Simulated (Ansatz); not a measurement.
# B₂H₂ (triplet): inputs that go wrong at scale of all distances = 1.323

4 inputs are run for B₂H₂ (triplet) as typed; the log has to tell whether the result can be used and what must change.

Program: Ansatz 0.2.0, Gaussian basis. Level of theory: the settings change from run to run. These are calculated values, not measurements.

19 further runs of the same task are left out: 2 for a mislabelled method, 13 that didn't finish, 4 set aside as unsound or not needed.

### 1 The geometry

The geometry derives from a PBE0/def2-TZVP stationary point (not a proven minimum). All distances are scaled together.

4 atoms, charge 0, spin multiplicity 3.

Atoms are counted from 1 here; the program's logs count them from 0.

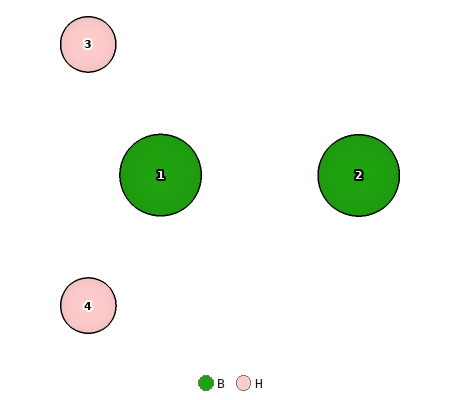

The structure; boron green, hydrogen pink; atoms are numbered from 1 in the order of the file.

Geometry (Å):

| atom | x (Å) | y (Å) | z (Å) |
| --- | --- | --- | --- |
| B1 | 0.0000 | 0.0000 | 0.8939 |
| B2 | 0.0000 | 0.0000 | -1.2032 |
| H3 | 0.0000 | 1.3863 | 1.6590 |
| H4 | 0.0000 | -1.3863 | 1.6590 |

### 2 Try 1

The input, in.yaml:

```yaml
crystal:
  periodic: [false, false, false]
  atoms:
    - {symbol: B, position_ang: [0.000000, 0.000000, 0.893856]}
    - {symbol: B, position_ang: [0.000000, 0.000000, -1.203208]}
    - {symbol: H, position_ang: [0.000000, 1.386329, 1.659029]}
    - {symbol: H, position_ang: [0.000000, -1.386329, 1.659029]}
basis:
  gaussian: {orbitals: cc-pVDZ}
magnetization: {spin_polarized: false, initial_magnetization: 3}
correlation: {method: sc_nevpt2, electrons: outside_noble_gas, active_space: {window: {electrons: 2, orbitals: 3}, states: [{multiplicity: 3, weights: [1, 1]}]}}
scf: {lower_state_search: light}
output: {forces: true}
```

Launch:

```
ansatz run in.yaml --threads 1 --pin off --events-out ev --progress --plain --max-ram 2393MiB
```

The log of the run:

```text
Error: a molecule whose nuclei and cores have a total charge of 12 cannot have a net charge of 0 together with 3 unpaired electrons
```

It took 0.03 s on 1 thread of Arm Neoverse V1, shared host.

**Diagnosis.** The run was refused. The number of unpaired electrons doesn't fit the electron count. To mend it, make charge and initial_magnetization agree.

### 3 Try 2

The input, in.yaml:

```yaml
crystal:
  periodic: [false, false, false]
  atoms:
    - {symbol: B, position_ang: [0.000000, 0.000000, 0.893856]}
    - {symbol: B, position_ang: [0.000000, 0.000000, -1.203208]}
    - {symbol: H, position_ang: [0.000000, 1.386329, 1.659029]}
    - {symbol: H, position_ang: [0.000000, -1.386329, 1.659029]}
basis:
  gaussian: {orbitals: cc-pVDZ, point_charges: [{charge: -0.50, position_ang: [3.677, -0.519, -0.287]}]}
magnetization: {spin_polarized: false, initial_magnetization: 2}
hamiltonian: {xc: pbe0}
correlation: {method: fic_mrcisd_q, electrons: valence, active_space: {window: {electrons: 4, orbitals: 4}}}
accuracy: high
```

Same command.

The log of the run:

```text
Error: invalid value for `correlation.active_space`: it starts from restricted Hartree–Fock orbitals; set hamiltonian.xc: hf without magnetization.spin_polarized
```

Run time: 0.03 s. Hardware: 1 thread of Arm Neoverse V1, shared host.

Diagnosis: The run was refused. An active space is asked on a functional's orbitals. Fix: start from Hartree-Fock.

### 4 Try 3

The input, in.yaml:

```yaml
crystal:
  periodic: [false, false, false]
  atoms:
    - {symbol: B, position_ang: [0.000000, 0.000000, 0.893856]}
    - {symbol: B, position_ang: [0.000000, 0.000000, -1.203208]}
    - {symbol: H, position_ang: [0.000000, 1.386329, 1.659029]}
    - {symbol: H, position_ang: [0.000000, -1.386329, 1.659029]}
basis:
  gaussian: {orbitals: 6-31G}
magnetization: {spin_polarized: false, initial_magnetization: 2}
correlation: {method: sc_nevpt2, electrons: all, active_space: {window: {electrons: 4, orbitals: 4}, states: [{multiplicity: 3, weights: [0]}]}}
```

The command is unchanged.

The log of the run:

```text
Error: set 0 asks for 1 states and needs as many positive weights; it has [0.0]
```

Wall time 0.03 s (1 thread of Arm Neoverse V1, shared host).

**Diagnosis.** The run was refused. The list of states asked for (weights, spin or count) can't be met. Fix: mend what the message names.

### 5 Try 4

The input, in.yaml:

```yaml
crystal:
  periodic: [false, false, false]
  atoms:
    - {symbol: B, position_ang: [0.000000, 0.000000, 0.893856]}
    - {symbol: B, position_ang: [0.000000, 0.000000, -1.203208]}
    - {symbol: H, position_ang: [0.000000, 1.386329, 1.659029]}
    - {symbol: H, position_ang: [0.000000, -1.386329, 1.659029]}
basis:
  gaussian: {orbitals: "6-31G*"}
magnetization: {spin_polarized: false, initial_magnetization: 2}
correlation: {method: sc_nevpt2, electrons: valence, active_space: {window: {electrons: 4, orbitals: 4}, states: [{multiplicity: 3, irrep: 12, weights: [1]}]}}
scf: {lower_state_search: off}
```

The command is unchanged.

The log of the run:

```text
Functional definition: HF
  name "HF"
  cite "Fock, Z. Phys. 61, 126 (1930) doi:10.1007/BF01340294"
  parent pbe
  exchange = exact_x
  correlation = 0
these checks for a lower state are left out or cut short: stability, starts, cluster_reference, orbital_swaps, neighbouring_geometries, increment
620 factors; integrals over basis functions are off by at most 1.8e-7 eV
mean field evaluation 1: about -1365.3364 eV, gradient 9.6e0 eV
mean field evaluation 2: about -1365.3371 eV, gradient 9.6e0 eV
mean field evaluation 4: about -1366.7054 eV, gradient 2.3e0 eV
mean field evaluation 8: about -1367.2125 eV, gradient 6.0e-1 eV
mean field evaluation 16: about -1367.2169 eV, gradient 2.6e-6 eV
mean field -1367.21689357 eV, -50.2442941059 hartree, gradient 2.6e-6 eV, S^2 2.000000; 0 other end points of the search recorded, 0 dependent functions left out
reference -1367.21689357 eV, -50.2442941059 hartree; 7, 5 occupied and 27, 29 virtual orbitals, 620 factors
Error: the irrep 12 is not accepted for these orbitals, which take A1, B1, B2, A2, or 1 to 4
```

It took 0.21 s on 1 thread of Arm Neoverse V1, shared host.

Diagnosis: The run stopped with an error. The symmetry label isn't in the molecule's group. Cure: name an irrep that the log lists.

### 6 Summary

| try | level | ended | cause | time |
| --- | --- | --- | --- | --- |
| 1 | NEVPT2(2,3)/cc-pVDZ | refused | the number of unpaired electrons doesn't fit the electron count | 0.03 s |
| 2 | MRCISD+Q(4,4)/cc-pVDZ | refused | an active space is asked on a functional's orbitals | 0.03 s |
| 3 | NEVPT2(4,4)/6-31G | refused | the list of states asked for (weights, spin or count) can't be met | 0.03 s |
| 4 | NEVPT2(4,4)/6-31G* | stopped by an error | the symmetry label isn't in the molecule's group | 0.21 s |

3 refused, 1 stopped by an error.
